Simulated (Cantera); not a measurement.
Charge: 1 mol Pb, 12 mol N2, 2.6 mol O2, held at 10.0 mbar.

Equilibrium computed with Cantera from the NASA thermochemical tables; the gas is ideal and each condensed phase is pure. Candidate condensed phases: Pb, PbO, PbO2, Pb3O4; 12 gas species. Gases not in the tables: (PbO)n polymers. Rates play no part.

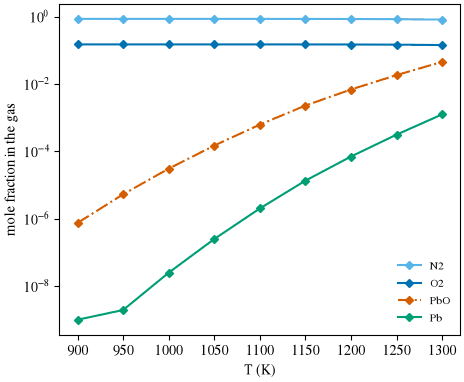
Fig. 1. Equilibrium gas composition (values under 1e-9 drawn at 1e-9)

From 900 K to 1150 K the condensed part is PbO(yellow). From 1200 K to 1300 K the condensed part is PbO(l).
